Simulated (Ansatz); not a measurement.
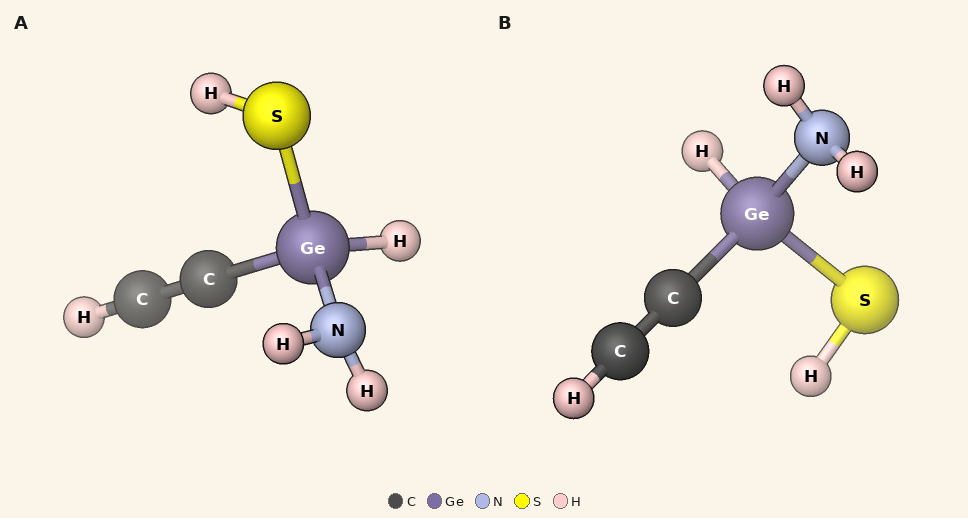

Distant atoms are faded towards the background colour. The geometry was computed by an optimisation with PBE0-D4/def2-TZVP. No frequency run is at hand to confirm it as a minimum.

> Can A be turned into B by a rotation alone?

No. They are enantiomers, mirror images that no rotation superimposes: A is C#[C][Ge@H]([NH2])[SH] (), B is C#[C][Ge@@H]([NH2])[SH] (). Their energies are equal.
